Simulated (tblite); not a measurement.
Geometry relaxation of C4H7Cl2NSi (part 2 of 2)

C4H7Cl2NSi; GFN2-xTB geometry optimisation, gas phase (tblite 0.8.0). It belongs to a series of runs on one base structure; here: H on Si replaced by CH3.

## Trajectory as extended XYZ, continued
```
15
Properties=species:S:1:pos:R:3:forces:R:3 step=46 energy=-702.75811
C    -1.5503   -1.1921    0.2633   -0.0080  -0.0040   0.0010
Si   -0.7260    0.5065    0.4436   -0.0150   0.0230  -0.0120
C    -1.7953    1.7361   -0.4810    0.0150  -0.0020   0.0110
N    -2.4525    2.4840   -1.0463   -0.0230   0.0120  -0.0050
C     0.9305    0.5571   -0.5175   -0.0070  -0.0030  -0.0050
C     1.9338   -0.4185    0.0318   -0.0040  -0.0130  -0.0200
Cl    2.2663   -0.0854    1.7469    0.0180  -0.0100   0.0020
Cl    3.4771   -0.3531   -0.8765   -0.0020   0.0140   0.0140
H    -1.7239   -1.4385   -0.7817    0.0110  -0.0170  -0.0080
H    -0.9438   -1.9819    0.6970    0.0150   0.0030   0.0120
H    -2.5136   -1.2092    0.7638   -0.0140  -0.0010   0.0080
H    -0.6065    0.9786    1.8218   -0.0050   0.0140  -0.0010
H     0.7606    0.3121   -1.5679    0.0140   0.0130  -0.0110
H     1.3498    1.5636   -0.4912    0.0050  -0.0110   0.0130
H     1.5893   -1.4513   -0.0280    0.0010  -0.0190   0.0020
15
Properties=species:S:1:pos:R:3:forces:R:3 step=49 energy=-702.75881
C    -1.5502   -1.1925    0.2680    0.0060  -0.0050   0.0070
Si   -0.7290    0.5074    0.4486    0.0420   0.0100  -0.0100
C    -1.7914    1.7331   -0.4841    0.0200  -0.0340   0.0170
N    -2.4464    2.4714   -1.0634   -0.0690   0.0750  -0.0400
C     0.9291    0.5629   -0.5129    0.0120  -0.0130   0.0090
C     1.9304   -0.4219    0.0248    0.0030  -0.0070   0.0050
Cl    2.2744   -0.1001    1.7415   -0.0010  -0.0120  -0.0140
Cl    3.4711   -0.3518   -0.8883   -0.0140   0.0010   0.0120
H    -1.7101   -1.4470   -0.7771   -0.0010  -0.0070  -0.0110
H    -0.9474   -1.9787    0.7127    0.0190  -0.0030   0.0230
H    -2.5183   -1.2071    0.7591   -0.0190  -0.0050   0.0000
H    -0.6155    0.9861    1.8256    0.0020   0.0020  -0.0080
H     0.7619    0.3332   -1.5679    0.0030   0.0150   0.0170
H     1.3543    1.5670   -0.4714   -0.0140  -0.0200   0.0060
H     1.5827   -1.4542   -0.0372    0.0090   0.0030  -0.0130
15
Properties=species:S:1:pos:R:3:forces:R:3 step=51 energy=-702.75938
C    -1.5495   -1.1949    0.2717    0.0140   0.0020   0.0060
Si   -0.7279    0.5078    0.4451    0.0050  -0.0220  -0.0040
C    -1.7912    1.7330   -0.4869   -0.0100  -0.0080  -0.0150
N    -2.4480    2.4706   -1.0656   -0.0420   0.0470  -0.0160
C     0.9310    0.5662   -0.5136    0.0090  -0.0100   0.0180
C     1.9280   -0.4248    0.0197    0.0120  -0.0040   0.0220
Cl    2.2746   -0.1091    1.7373   -0.0140  -0.0120   0.0020
Cl    3.4693   -0.3520   -0.8893    0.0030  -0.0110  -0.0110
H    -1.7035   -1.4602   -0.7724   -0.0010   0.0100   0.0140
H    -0.9489   -1.9782    0.7265    0.0040   0.0180   0.0180
H    -2.5207   -1.2039    0.7586    0.0100  -0.0090  -0.0170
H    -0.6226    0.9908    1.8218    0.0140  -0.0040  -0.0140
H     0.7693    0.3502   -1.5721   -0.0080   0.0010   0.0200
H     1.3586    1.5682   -0.4587   -0.0080  -0.0010   0.0030
H     1.5771   -1.4558   -0.0438    0.0130   0.0030  -0.0260
15
Properties=species:S:1:pos:R:3:forces:R:3 step=54 energy=-702.76024
C    -1.5471   -1.1981    0.2763   -0.0010   0.0060  -0.0020
Si   -0.7271    0.5064    0.4364   -0.0660   0.0370  -0.0180
C    -1.7957    1.7352   -0.4933   -0.0430   0.0270  -0.0470
N    -2.4565    2.4776   -1.0636    0.0450  -0.0530   0.0530
C     0.9351    0.5684   -0.5137   -0.0120   0.0160   0.0040
C     1.9271   -0.4286    0.0169    0.0040   0.0050  -0.0150
Cl    2.2701   -0.1197    1.7344   -0.0120  -0.0180   0.0340
Cl    3.4698   -0.3545   -0.8883    0.0220  -0.0140  -0.0220
H    -1.6981   -1.4760   -0.7648    0.0170   0.0060   0.0120
H    -0.9488   -1.9749    0.7453    0.0010   0.0160   0.0070
H    -2.5216   -1.2015    0.7571    0.0150  -0.0050  -0.0060
H    -0.6264    0.9939    1.8122    0.0170  -0.0040  -0.0120
H     0.7791    0.3684   -1.5759   -0.0070  -0.0270   0.0150
H     1.3626    1.5692   -0.4458    0.0070   0.0140   0.0110
H     1.5730   -1.4577   -0.0551    0.0130  -0.0090  -0.0150
15
Properties=species:S:1:pos:R:3:forces:R:3 step=57 energy=-702.76171
C    -1.5419   -1.1998    0.2894   -0.0120   0.0080  -0.0040
Si   -0.7368    0.5116    0.4315    0.0130   0.0350  -0.0110
C    -1.8020    1.7323   -0.5131    0.0180  -0.0490   0.0200
N    -2.4619    2.4710   -1.0874   -0.0140   0.0150  -0.0050
C     0.9373    0.5791   -0.5007   -0.0010   0.0210  -0.0110
C     1.9243   -0.4373    0.0052   -0.0180   0.0170  -0.0250
Cl    2.2734   -0.1601    1.7277   -0.0090  -0.0380  -0.0020
Cl    3.4637   -0.3595   -0.9102   -0.0070   0.0020   0.0160
H    -1.6687   -1.5014   -0.7475    0.0390  -0.0150  -0.0170
H    -0.9509   -1.9596    0.7936    0.0070   0.0080  -0.0110
H    -2.5279   -1.2002    0.7438   -0.0180   0.0060   0.0270
H    -0.6369    1.0066    1.8043    0.0040   0.0070   0.0010
H     0.7875    0.4138   -1.5697   -0.0060  -0.0380   0.0090
H     1.3710    1.5749   -0.4001    0.0040   0.0090   0.0050
H     1.5654   -1.4635   -0.0886    0.0000   0.0120   0.0080
15
Properties=species:S:1:pos:R:3:forces:R:3 step=60 energy=-702.76239
C    -1.5408   -1.1987    0.2945    0.0080   0.0050  -0.0010
Si   -0.7388    0.5164    0.4320    0.0190  -0.0440   0.0210
C    -1.8037    1.7264   -0.5212   -0.0010  -0.0070   0.0050
N    -2.4606    2.4643   -1.1000   -0.0230   0.0150  -0.0110
C     0.9374    0.5864   -0.4952    0.0050  -0.0040   0.0010
C     1.9212   -0.4386   -0.0023    0.0030  -0.0070   0.0240
Cl    2.2756   -0.1822    1.7236   -0.0110  -0.0240  -0.0070
Cl    3.4590   -0.3608   -0.9199   -0.0060   0.0130   0.0150
H    -1.6504   -1.5110   -0.7420    0.0140   0.0020   0.0090
H    -0.9527   -1.9531    0.8109    0.0020   0.0200  -0.0050
H    -2.5319   -1.1986    0.7399    0.0110   0.0060  -0.0070
H    -0.6421    1.0134    1.8042    0.0030   0.0120   0.0040
H     0.7875    0.4284   -1.5648   -0.0050  -0.0050  -0.0100
H     1.3746    1.5790   -0.3804    0.0020   0.0080  -0.0240
H     1.5612   -1.4635   -0.1012   -0.0230   0.0100  -0.0110
15
Properties=species:S:1:pos:R:3:forces:R:3 step=62 energy=-702.76276
C    -1.5400   -1.1987    0.2964    0.0190  -0.0020   0.0000
Si   -0.7383    0.5163    0.4278   -0.0110  -0.0010   0.0110
C    -1.8077    1.7253   -0.5253    0.0000   0.0090   0.0060
N    -2.4659    2.4676   -1.0975    0.0030  -0.0210   0.0070
C     0.9396    0.5893   -0.4957   -0.0040  -0.0070   0.0010
C     1.9198   -0.4395   -0.0039    0.0010  -0.0120   0.0110
Cl    2.2710   -0.1942    1.7226   -0.0080  -0.0120   0.0200
Cl    3.4593   -0.3613   -0.9176    0.0080   0.0130   0.0060
H    -1.6424   -1.5197   -0.7381   -0.0040   0.0100   0.0110
H    -0.9515   -1.9477    0.8196    0.0050   0.0060   0.0070
H    -2.5321   -1.1970    0.7401    0.0180   0.0030  -0.0250
H    -0.6423    1.0164    1.7990    0.0020   0.0120   0.0040
H     0.7911    0.4325   -1.5659    0.0030   0.0110  -0.0030
H     1.3772    1.5814   -0.3752   -0.0030  -0.0070  -0.0370
H     1.5578   -1.4628   -0.1082   -0.0280  -0.0020  -0.0190
15
Properties=species:S:1:pos:R:3:forces:R:3 step=65 energy=-702.76367
C    -1.5337   -1.1979    0.3020    0.0130  -0.0110   0.0040
Si   -0.7399    0.5183    0.4230    0.0050   0.0870  -0.0180
C    -1.8150    1.7225   -0.5329   -0.0060   0.0270   0.0050
N    -2.4771    2.4671   -1.0985    0.0330  -0.0600   0.0250
C     0.9425    0.5950   -0.4934   -0.0040   0.0000  -0.0100
C     1.9159   -0.4446   -0.0075   -0.0280   0.0070  -0.0400
Cl    2.2612   -0.2303    1.7233   -0.0180  -0.0020   0.0140
Cl    3.4593   -0.3590   -0.9155   -0.0010   0.0000   0.0200
H    -1.6204   -1.5377   -0.7270   -0.0040   0.0110  -0.0160
H    -0.9472   -1.9319    0.8457    0.0140  -0.0380   0.0270
H    -2.5310   -1.1939    0.7324   -0.0010  -0.0020  -0.0140
H    -0.6442    1.0289    1.7905   -0.0030   0.0070   0.0100
H     0.7986    0.4483   -1.5664    0.0010   0.0040   0.0200
H     1.3830    1.5854   -0.3660   -0.0050  -0.0240  -0.0170
H     1.5435   -1.4623   -0.1317    0.0040  -0.0060  -0.0110
15
Properties=species:S:1:pos:R:3:forces:R:3 step=68 energy=-702.76491
C    -1.5209   -1.1955    0.3125    0.0100  -0.0080   0.0110
Si   -0.7394    0.5287    0.4286    0.0180  -0.0130   0.0110
C    -1.8173    1.7121   -0.5420   -0.0130   0.0480  -0.0010
N    -2.4794    2.4472   -1.1188   -0.0110  -0.0170  -0.0090
C     0.9426    0.6063   -0.4849    0.0090   0.0090  -0.0150
C     1.9061   -0.4504   -0.0187   -0.0110   0.0000  -0.0080
Cl    2.2534   -0.2862    1.7205   -0.0450   0.0130  -0.0410
Cl    3.4513   -0.3541   -0.9221   -0.0090  -0.0180   0.0290
H    -1.5816   -1.5533   -0.7132    0.0160   0.0250   0.0100
H    -0.9456   -1.9181    0.8851   -0.0120  -0.0110   0.0010
H    -2.5303   -1.1874    0.7145    0.0130  -0.0110  -0.0030
H    -0.6524    1.0500    1.7925    0.0010   0.0040   0.0110
H     0.7993    0.4774   -1.5595   -0.0200  -0.0150  -0.0070
H     1.3903    1.5912   -0.3493    0.0180   0.0040   0.0220
H     1.5196   -1.4598   -0.1671    0.0360  -0.0100  -0.0130
15
Properties=species:S:1:pos:R:3:forces:R:3 step=70 energy=-702.76573
C    -1.5151   -1.1944    0.3162    0.0100   0.0120   0.0060
Si   -0.7370    0.5337    0.4340   -0.0140  -0.0650   0.0310
C    -1.8158    1.7112   -0.5419   -0.0010   0.0230   0.0070
N    -2.4792    2.4370   -1.1283   -0.0310   0.0110  -0.0220
C     0.9418    0.6099   -0.4833   -0.0080   0.0020  -0.0030
C     1.9012   -0.4512   -0.0232    0.0140  -0.0210   0.0210
Cl    2.2474   -0.2995    1.7170   -0.0460   0.0190  -0.0150
Cl    3.4470   -0.3533   -0.9212    0.0280  -0.0110   0.0010
H    -1.5694   -1.5502   -0.7112    0.0300   0.0190   0.0260
H    -0.9458   -1.9187    0.8942   -0.0200   0.0180  -0.0210
H    -2.5286   -1.1864    0.7080    0.0170  -0.0070   0.0070
H    -0.6538    1.0559    1.7980    0.0050   0.0030   0.0030
H     0.7941    0.4813   -1.5565   -0.0210  -0.0010  -0.0380
H     1.3930    1.5924   -0.3464    0.0260   0.0160   0.0170
H     1.5159   -1.4598   -0.1772    0.0110  -0.0170  -0.0200
15
Properties=species:S:1:pos:R:3:forces:R:3 step=73 energy=-702.76821
C    -1.4901   -1.1898    0.3321   -0.0190   0.0230  -0.0040
Si   -0.7344    0.5487    0.4316   -0.0210   0.0270   0.0050
C    -1.8282    1.7199   -0.5441    0.0350  -0.0780   0.0370
N    -2.5136    2.4236   -1.1322   -0.0170   0.0270  -0.0150
C     0.9450    0.6226   -0.4874   -0.0180  -0.0340  -0.0020
C     1.8829   -0.4631   -0.0380    0.0230  -0.0190  -0.0150
Cl    2.1903   -0.3737    1.7110   -0.0480   0.0240   0.0310
Cl    3.4502   -0.3515   -0.8935    0.0640  -0.0050  -0.0260
H    -1.5102   -1.5682   -0.6878    0.0510   0.0010   0.0080
H    -0.9350   -1.8941    0.9471   -0.0050   0.0200  -0.0350
H    -2.5162   -1.1846    0.6871   -0.0150   0.0050   0.0370
H    -0.6495    1.0861    1.7901    0.0010  -0.0040   0.0000
H     0.7955    0.4985   -1.5618   -0.0090   0.0570  -0.0110
H     1.4134    1.5971   -0.3381   -0.0130  -0.0510  -0.0060
H     1.4955   -1.4634   -0.2379   -0.0100   0.0070  -0.0020
15
Properties=species:S:1:pos:R:3:forces:R:3 step=76 energy=-702.77036
C    -1.4688   -1.1833    0.3485   -0.0290  -0.0360  -0.0060
Si   -0.7331    0.5635    0.4258    0.0500   0.0130  -0.0160
C    -1.8419    1.7211   -0.5474   -0.0600  -0.0010  -0.0450
N    -2.5460    2.4139   -1.1283    0.0730  -0.0500   0.0490
C     0.9483    0.6322   -0.4945    0.0430  -0.0300  -0.0220
C     1.8687   -0.4760   -0.0563   -0.0020   0.0150  -0.0330
Cl    2.1209   -0.4418    1.7061   -0.0250   0.0130  -0.0470
Cl    3.4646   -0.3559   -0.8666   -0.0430  -0.0050   0.0360
H    -1.4453   -1.5949   -0.6589   -0.0030   0.0390   0.0100
H    -0.9287   -1.8684    0.9973    0.0190   0.0400   0.0000
H    -2.5051   -1.1795    0.6747   -0.0040  -0.0030  -0.0080
H    -0.6470    1.1131    1.7778    0.0000   0.0090   0.0250
H     0.8025    0.5315   -1.5731   -0.0060   0.0420   0.0360
H     1.4335    1.5963   -0.3274   -0.0410  -0.0610   0.0030
H     1.4730   -1.4638   -0.2996    0.0280   0.0130   0.0170
15
Properties=species:S:1:pos:R:3:forces:R:3 step=79 energy=-702.77185
C    -1.4677   -1.1812    0.3525    0.0100   0.0040  -0.0010
Si   -0.7286    0.5656    0.4349   -0.0040  -0.0320   0.0140
C    -1.8390    1.7134   -0.5467    0.0050  -0.0390  -0.0090
N    -2.5360    2.3988   -1.1432    0.0040   0.0100   0.0080
C     0.9469    0.6316   -0.4939   -0.0110   0.0090   0.0010
C     1.8664   -0.4770   -0.0641   -0.0090  -0.0190   0.0040
Cl    2.1108   -0.4432    1.6994   -0.0010   0.0030  -0.0180
Cl    3.4609   -0.3577   -0.8701   -0.0040   0.0040   0.0170
H    -1.4321   -1.5858   -0.6571   -0.0280   0.0190   0.0110
H    -0.9306   -1.8676    1.0022    0.0110   0.0340   0.0030
H    -2.5063   -1.1778    0.6713    0.0080  -0.0080  -0.0200
H    -0.6471    1.1138    1.7887    0.0070   0.0080   0.0000
H     0.7935    0.5482   -1.5709    0.0000  -0.0020  -0.0200
H     1.4328    1.5912   -0.3190    0.0040   0.0230   0.0140
H     1.4717   -1.4644   -0.3058    0.0080  -0.0160  -0.0040
15
Properties=species:S:1:pos:R:3:forces:R:3 step=81 energy=-702.77238
C    -1.4600   -1.1784    0.3590    0.0090   0.0110  -0.0060
Si   -0.7265    0.5697    0.4356   -0.0230   0.0140   0.0080
C    -1.8441    1.7100   -0.5484    0.0560  -0.0770   0.0290
N    -2.5440    2.3907   -1.1461   -0.0320   0.0420  -0.0210
C     0.9474    0.6351   -0.4958   -0.0150   0.0100   0.0020
C     1.8590   -0.4827   -0.0723   -0.0090  -0.0080   0.0030
Cl    2.0858   -0.4695    1.6939    0.0000  -0.0020  -0.0100
Cl    3.4614   -0.3578   -0.8588    0.0120   0.0030   0.0040
H    -1.4094   -1.5903   -0.6469   -0.0200   0.0040   0.0140
H    -0.9250   -1.8518    1.0232   -0.0040   0.0050  -0.0040
H    -2.5030   -1.1778    0.6625    0.0110  -0.0070  -0.0050
H    -0.6430    1.1241    1.7874    0.0040   0.0040  -0.0120
H     0.7937    0.5626   -1.5737    0.0050  -0.0070  -0.0130
H     1.4385    1.5906   -0.3120    0.0040   0.0140   0.0130
H     1.4647   -1.4666   -0.3294    0.0020  -0.0060  -0.0020
15
Properties=species:S:1:pos:R:3:forces:R:3 step=84 energy=-702.77267
C    -1.4571   -1.1776    0.3612   -0.0010   0.0010   0.0050
Si   -0.7266    0.5708    0.4330    0.0030   0.0020  -0.0010
C    -1.8468    1.7045   -0.5520    0.0080  -0.0040   0.0000
N    -2.5480    2.3929   -1.1400   -0.0040   0.0020  -0.0060
C     0.9484    0.6373   -0.4972    0.0010   0.0000  -0.0020
C     1.8567   -0.4846   -0.0752   -0.0020   0.0050  -0.0030
Cl    2.0766   -0.4795    1.6910   -0.0020  -0.0010   0.0050
Cl    3.4641   -0.3591   -0.8528    0.0020   0.0050   0.0000
H    -1.4046   -1.5956   -0.6413   -0.0050   0.0000  -0.0060
H    -0.9234   -1.8456    1.0313    0.0000  -0.0080  -0.0010
H    -2.5009   -1.1776    0.6605   -0.0020  -0.0030   0.0080
H    -0.6441    1.1299    1.7823    0.0050   0.0060  -0.0010
H     0.7976    0.5678   -1.5762    0.0030   0.0000   0.0040
H     1.4407    1.5917   -0.3082   -0.0030  -0.0060   0.0050
H     1.4630   -1.4673   -0.3382   -0.0030   0.0000  -0.0060
```

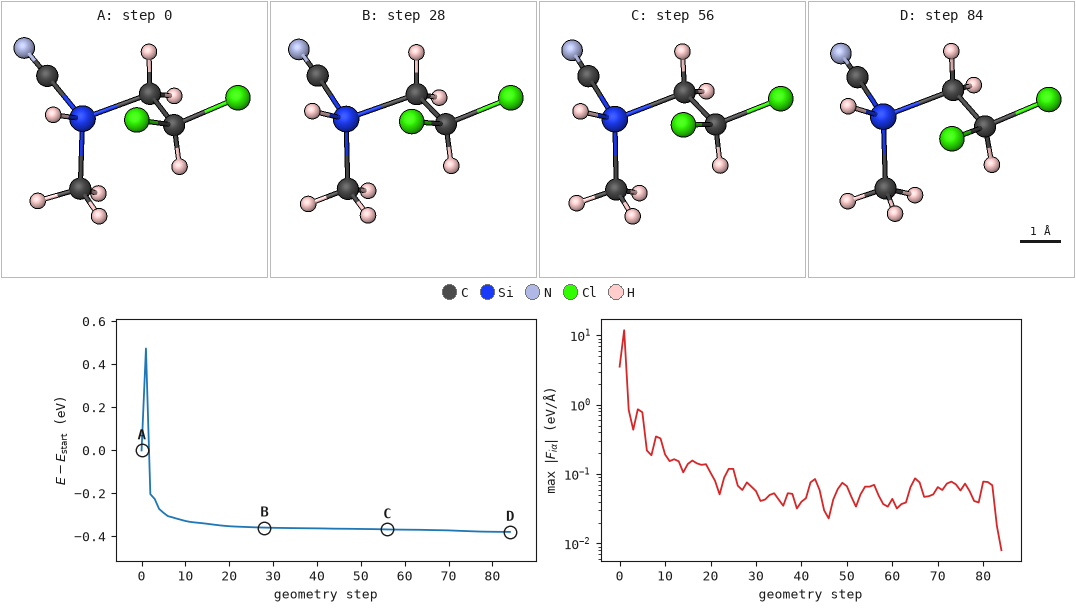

Figure 1. Frames of the relaxation (ball-and-stick view, seen at a tilt) above the curves, on which the letters mark them (steps are counted from 0).

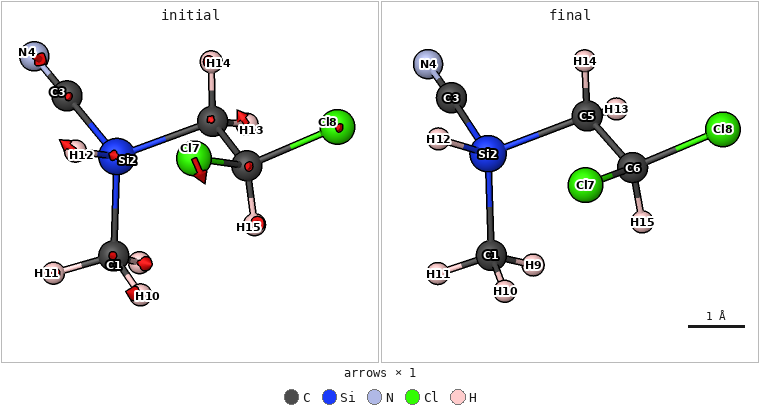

Figure 2. Before (left) and after (right) the relaxation, at one scale (ball-and-stick view, seen at a tilt). The red arrows give the displacements, at true length. Over 84 geometry steps the energy falls by 0.379 eV. The largest force component goes from 3.5 to 0.008 eV/Å. Cl7 moves most after the best rigid fit: 0.54 Å. Largest moves by element: Cl 0.54 Å, H 0.45 Å, N 0.39 Å, Si 0.23 Å, C 0.19 Å. Among the contacts that change: Si2–C5 1.855 → 1.917 Å, Si2–C3 1.817 → 1.874 Å, C1–Si2 1.849 → 1.896 Å, C1–H11 1.123 → 1.086 Å. Among the angles that change: C1–Si2–H12 106.7° → 114.1°, C3–Si2–C5 111.7° → 104.3°, C5–Si2–H12 106.2° → 112.6°. (Atoms are counted from 1 in the order of the input.)

This output came from the following input.

## Input
```
{"job": {"kind": "relax", "xc": "GFN2-xTB", "basis": "xTB"}, "charge": 0, "multiplicity": 1}
C     -1.515700    -1.195100     0.232100
Si    -0.715800     0.472200     0.225700
C     -1.816900     1.769600    -0.412000
N     -2.530600     2.615900    -0.818100
C      0.940900     0.508500    -0.608800
C      1.882400    -0.423200     0.098600
Cl     2.124700     0.040300     1.806400
Cl     3.475400    -0.295800    -0.713900
H     -1.815500    -1.480500    -0.804100
H     -0.908700    -1.998600     0.660900
H     -2.436400    -1.133600     0.872500
H     -0.473500     0.831100     1.638900
H      0.828300     0.237500    -1.682300
H      1.379500     1.526600    -0.576000
H      1.577500    -1.466900     0.058100
```

The first line tells a small driver script what to run in tblite; the rest is the geometry in Å.

Command:
```bash
OMP_NUM_THREADS=1 python <driver script> task.json out
```

## Results in brief

```tsv
quantity	value
outcome	converged
total energy	−702.7727 eV
hardware	1 CPU thread, shared host
wall time	1.3 s
peak memory	0.18 GiB
```
